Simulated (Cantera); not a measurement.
Input: 1 mol Si3N4, 3 mol N2O, a varied amount of H2, equilibrated at 1452 °C and 3600 Pa.

Method: chemical equilibrium by Gibbs-energy minimisation in Cantera with the NASA 1993 tables (ideal gas, pure condensed phases). Candidate condensed phases: H2O, Si, SiO2, Si2N2O, Si3N4; 35 gas species. Kinetics and transport are ignored.

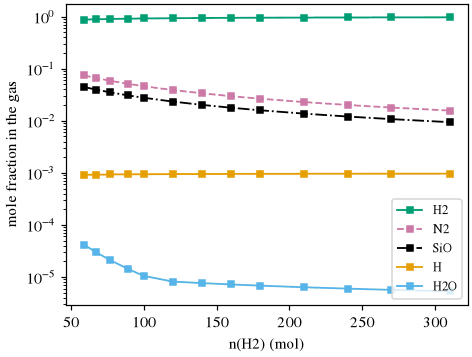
Figure: Equilibrium gas composition (values under 1e-9 drawn at 1e-9)

From 59 mol H2 to 100 mol H2 the condensed part is Si2N2O(s). From 120 mol H2 to 310 mol H2 nothing is condensed. The main Si-bearing gas is SiO throughout.
